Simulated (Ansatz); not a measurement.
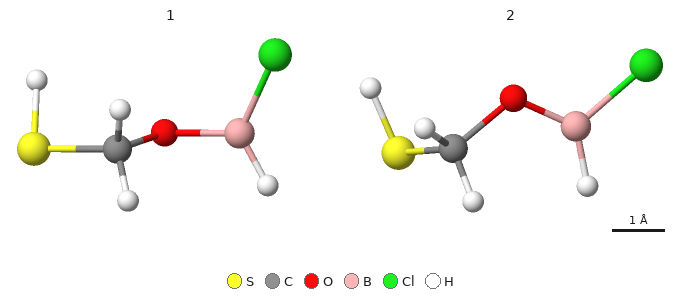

Two geometries of CH$_{4}$BClOS, drawn at one scale. One is the start of a relaxation, the other its converged end. The picture is a ball-and-stick view, seen face on.

All numbers below come from RKS BLYP-D4/STO-3G (Ansatz). Settings: no spin polarisation; force threshold 0.015 eV/Å; at most 40 steps.

Question: Which of the two is the end point?

Answer: Structure 2 is the relaxed one. The run prepares an end point of a later path (torsion) calculation, from a guessed geometry. The energy falls by 1.907 eV in 19 accepted moves (20 points after the start). The largest force component goes from 5.9 to 0.0071 eV/Å. The line search rejected the trial step at point 17 of the run. The atom that moves furthest after the best rigid fit is the O atom (1.23 Å). By element the largest moves are O 1.23 Å, Cl 1.03 Å, H 0.80 Å, S 0.79 Å, C 0.19 Å, B 0.17 Å. Near-neighbour distances that change, for instance: B–O 1.577 → 1.360 Å, C–O 1.406 → 1.524 Å, C–S 1.756 → 1.832 Å, B–H 1.145 → 1.181 Å. Bond angles that change, for instance: C–O–B 107.7° → 116.8°, O–B–H 116.6° → 125.5°, O–C–H 111.1° → 104.4°. Groups turn about B–O by about 90°, C–O by about 80°.

Limits of the set-up: STO-3G is a minimal basis, so the numbers are rough.
